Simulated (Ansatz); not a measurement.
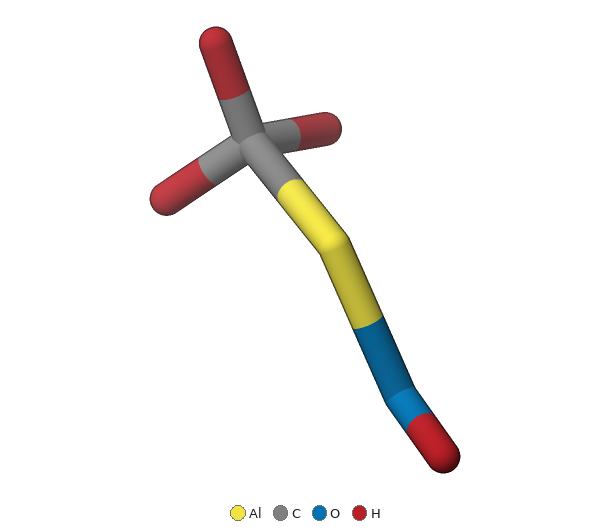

Rendered structure (stick style). Every bond is drawn as one stick, whatever its order.

State: neutral, doublet. Computed geometry: PBE0-D4/def2-TZVP optimisation.

Question: What is the molecular formula?

Answer: CH₄AlO, 7 atoms: 1 carbon, 4 hydrogen, 1 aluminium and 1 oxygen.

Question: Count the bonded pairs by element.

Answer: 3 C–H, 1 C–Al, 1 Al–O, 1 O–H. Sticks follow a distance rule.

The parts below concern this one geometry. Atoms keep their numbers from picture to picture.

Shape

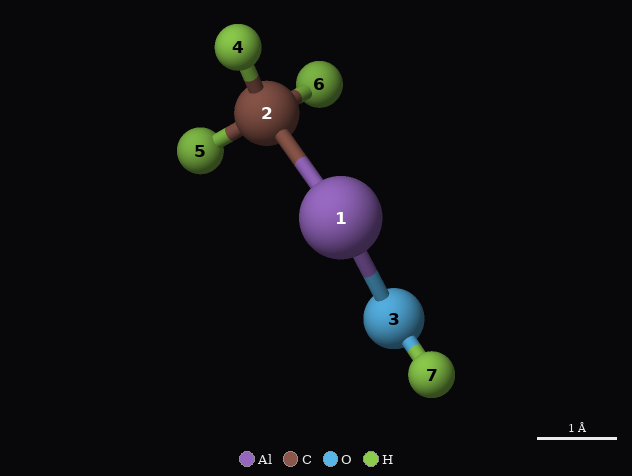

Numbered structure.

Question: How are the neighbours of atom 1 arranged?

Answer: Al1 has 2 neighbours (C2 at 1.96, O3 at 1.71 Å); the arrangement is bent.

Question: What is the geometry at C2?

Answer: C2 has 4 neighbours (Al1 at 1.96, H4 at 1.09, H5 at 1.09, H6 at 1.09 Å); the arrangement is tetrahedral.

Question: What is the geometry at O3?

Answer: O3 has 2 neighbours (Al1 at 1.71, H7 at 0.96 Å); the arrangement is bent.

Charges

The questions are on Mulliken charges. Method: UKS PBE0-D4/def2-TZVP (Ansatz 0.2.0).

Give the Mulliken charges atom by atom.

```csv
atom,value (e)
Al1,0.36
C2,−0.57
O3,−0.53
H4,0.14
H5,0.14
H6,0.14
H7,0.31
```

Vibrations

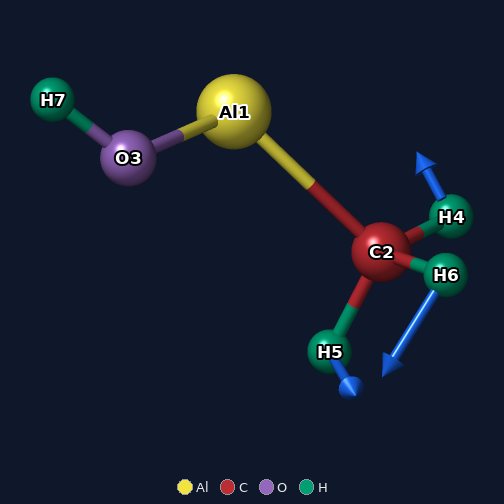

The arrows show one normal mode. Harmonic vibrations computed with UKS PBE0-D4/def2-TZVP (Ansatz 0.2.0) at a stationary point of the same level.

Question: Describe the motion.

Answer: Mostly H–C–H bending.

Question: Estimate its harmonic wavenumber.

Answer: 1428 cm⁻¹; it is mode 10 of 15 counted from the lowest.

Dipole moment

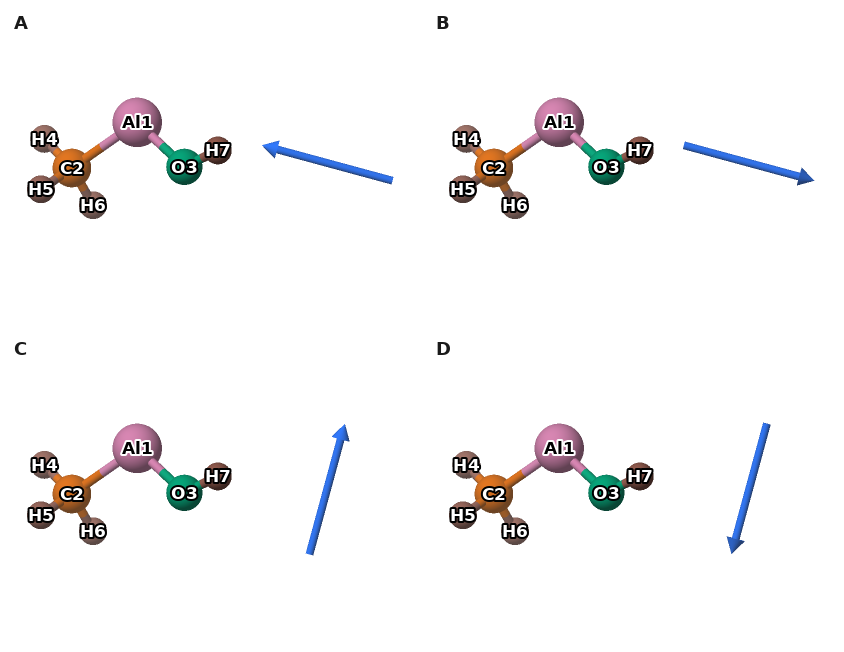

The same molecule four times, each with an arrow. Level of theory: UKS PBE0-D4/def2-TZVP (Ansatz 0.2.0).

Question: Which arrow points along the dipole moment, from the negative to the positive end?

Answer: C. The dipole moment is 0.85 D; it points from the side of H5, H6 to the side of Al1, H7 (the outermost atoms at the two ends).

Mulliken values depend strongly on the basis set and can even reverse the polarity of a bond.
